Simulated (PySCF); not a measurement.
# NMR shielding calculation of C₅H₁₄OSi

- system: C₅H₁₄OSi, SMILES CCO[Si](C)(C)C
- method: GIAO wB97X-D/pcSseg-1 NMR shielding, non-relativistic, IEF-PCM chloroform (PySCF 2.14.0)

The geometry comes from this level: PBE0-D3(BJ)/def2-SVP. Figures and captions count atoms from 1; the log counts them from 0 in places.

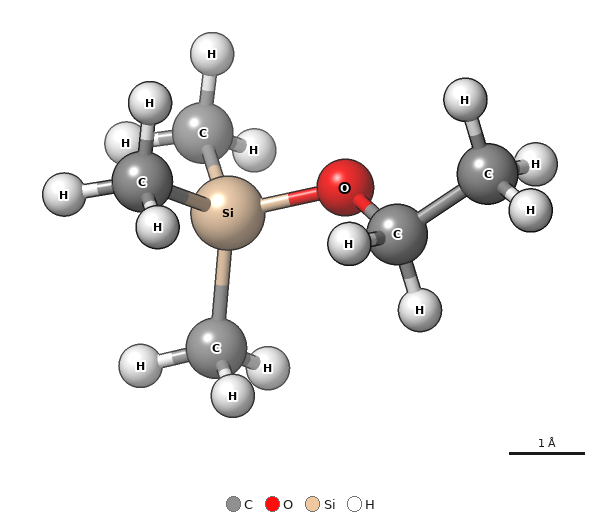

**Figure 1.** The structure as given in the input (ball-and-stick view, seen at a tilt). Bond lengths as drawn: C–C 1.51 Å, C–H 1.10 to 1.11 Å, C–O 1.40 Å, C–Si 1.87 to 1.88 Å and O–Si 1.68 Å.

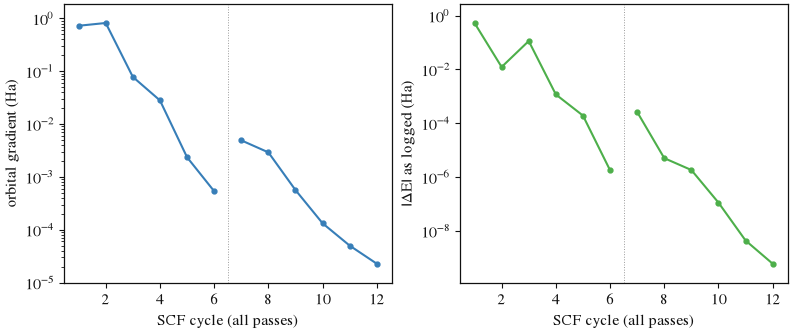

**Figure 2.** Convergence of the self-consistent field: orbital gradient and size of the energy change against the SCF cycle. The dotted line marks the change from a coarse to the final integration grid. The first 6 cycles use a coarse grid, the final grid takes over at cycle 7, and the field converges after 12 cycles in all.

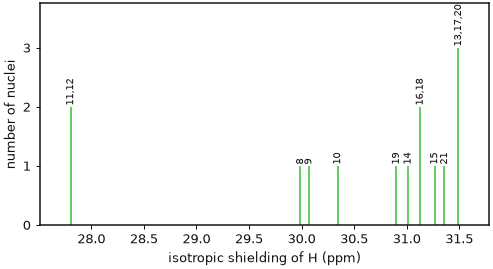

**Figure 3.** Isotropic shieldings of the hydrogen nuclei in this fixed geometry, labelled by atom number; shielding grows to the right, so chemical shift grows to the left. The least shielded is H11 (27.8 ppm), the most shielded H20 (31.5 ppm).

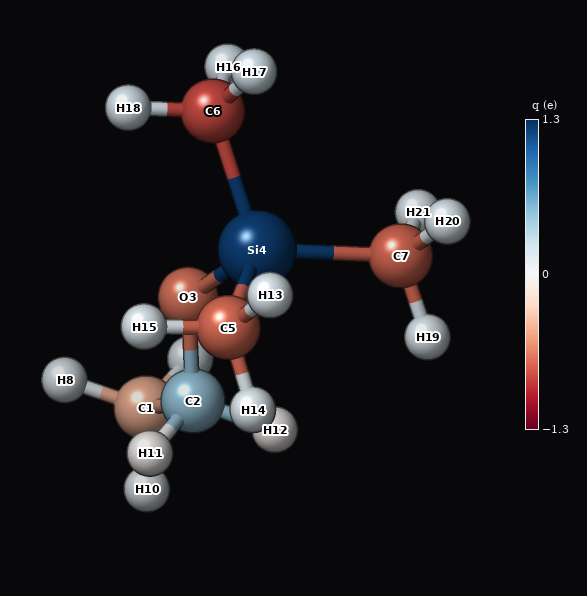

**Figure 4.** ESP-fitted charges, as the colour of each atom (ball-and-stick view, seen at an oblique angle; atoms are numbered from 1 in the order of the input). By element: C −0.85 to +0.48, O −0.69, Si +1.21 and H −0.04 to +0.19 e.

The input and output of the run follow.

## Input
```
{"job": {"xc": "wB97X-D", "basis": "pcSseg-1", "solvent": "chloroform", "kind": "nmr", "pop": true}, "charge": 0, "multiplicity": 1}
C      3.120749    -0.109930     0.418008
C      1.716460     0.438148     0.542830
O      0.851953    -0.285652    -0.290290
Si    -0.682133     0.218715    -0.748601
C     -1.729608     0.533233     0.777174
C     -1.372842    -1.186466    -1.766038
C     -0.548120     1.787915    -1.771625
H      3.137000    -1.178694     0.679531
H      3.481713    -0.008342    -0.617137
H      3.814113     0.424556     1.085157
H      1.379685     0.371364     1.597156
H      1.714300     1.516521     0.281951
H     -2.756292     0.821167     0.498277
H     -1.313264     1.346863     1.393151
H     -1.789557    -0.370410     1.404439
H     -0.732286    -1.384411    -2.639795
H     -2.386269    -0.953750    -2.129983
H     -1.426100    -2.110255    -1.169321
H     -0.117199     2.619615    -1.191042
H     -1.540831     2.111747    -2.125620
H      0.090361     1.623657    -2.654688
```

The first line tells a small driver script what to run in PySCF; the rest is the geometry in Å.

Launched with:
```bash
OMP_NUM_THREADS=1 python <driver script> task.json out
```

## What the program printed
```
coarse grid: 16824 points
cycle   1  E = -563.4634321282  dE =  5.360e-01  |g| = 7.265e-01  |ddm| = 3.767e+00
cycle   2  E = -563.4510546974  dE =  1.238e-02  |g| = 8.197e-01  |ddm| = 1.118e+00
cycle   3  E = -563.5654154918  dE = -1.144e-01  |g| = 7.814e-02  |ddm| = 6.206e-01
cycle   4  E = -563.5665955680  dE = -1.180e-03  |g| = 2.807e-02  |ddm| = 7.555e-02
cycle   5  E = -563.5667886935  dE = -1.931e-04  |g| = 2.353e-03  |ddm| = 2.630e-02
cycle   6  E = -563.5667904891  dE = -1.796e-06  |g| = 5.355e-04  |ddm| = 4.631e-03
final grid: 154384 points
cycle   7  E = -563.6231479540  dE = -2.636e-04  |g| = 4.920e-03  |ddm| = 4.041e-02
cycle   8  E = -563.6231529956  dE = -5.042e-06  |g| = 2.912e-03  |ddm| = 7.522e-03
cycle   9  E = -563.6231548218  dE = -1.826e-06  |g| = 5.630e-04  |ddm| = 2.183e-03
cycle  10  E = -563.6231549336  dE = -1.118e-07  |g| = 1.323e-04  |ddm| = 1.050e-03
cycle  11  E = -563.6231549380  dE = -4.362e-09  |g| = 4.997e-05  |ddm| = 2.005e-04
cycle  12  E = -563.6231549386  dE = -5.982e-10  |g| = 2.269e-05  |ddm| = 8.251e-05
converged SCF energy = -563.6231549386

GIAO shielding tensors (ppm)
atom      isotropic    diamagn.    paramagn.     s11        s22        s33       span
  0 C      164.098     246.308     -82.209    146.559    161.559    184.177     37.618
  1 C      125.636     244.786    -119.149     98.820    111.420    166.668     67.848
  2 O      286.594     404.270    -117.677    256.870    281.598    321.313     64.443
  3 Si     330.751     882.948    -552.197    309.811    321.744    360.699     50.889
  4 C      186.319     258.812     -72.493    180.034    185.639    193.283     13.249
  5 C      185.088     257.462     -72.374    177.636    185.588    192.041     14.406
  6 C      187.187     257.524     -70.337    178.202    186.832    196.527     18.326
  7 H       29.990      29.498       0.491     26.184     28.346     35.438      9.253
  8 H       30.068      29.159       0.910     26.138     28.839     35.228      9.090
  9 H       30.342      27.024       3.318     26.321     27.286     37.420     11.100
 10 H       27.781      32.649      -4.868     21.975     28.687     32.680     10.705
 11 H       27.823      32.444      -4.621     22.224     29.200     32.045      9.822
 12 H       31.474      31.154       0.320     27.489     28.717     38.216     10.727
 13 H       31.012      33.659      -2.647     26.804     29.330     36.904     10.100
 14 H       31.265      33.581      -2.316     27.352     28.437     38.006     10.654
 15 H       31.120      31.604      -0.483     26.966     28.802     37.593     10.626
 16 H       31.480      30.228       1.252     27.378     28.759     38.303     10.925
 17 H       31.136      32.777      -1.641     26.979     28.738     37.690     10.711
 18 H       30.901      32.792      -1.891     26.590     29.257     36.855     10.264
 19 H       31.522      30.243       1.279     27.505     28.778     38.284     10.779
 20 H       31.359      31.519      -0.160     27.397     28.535     38.146     10.749
```

## Key numbers

```tsv
quantity	value
outcome	converged
total energy	−563.623155 hartree
HOMO	−9.42 eV
LUMO	3.03 eV
dipole moment	1.41 D
isotropic shielding, C	125.6 to 187.2 ppm
isotropic shielding, O	286.6 ppm
isotropic shielding, Si	330.8 ppm
isotropic shielding, H	27.8 to 31.5 ppm
hardware	1 CPU thread, shared host
wall time	48 s
peak memory	1.2 GiB
```
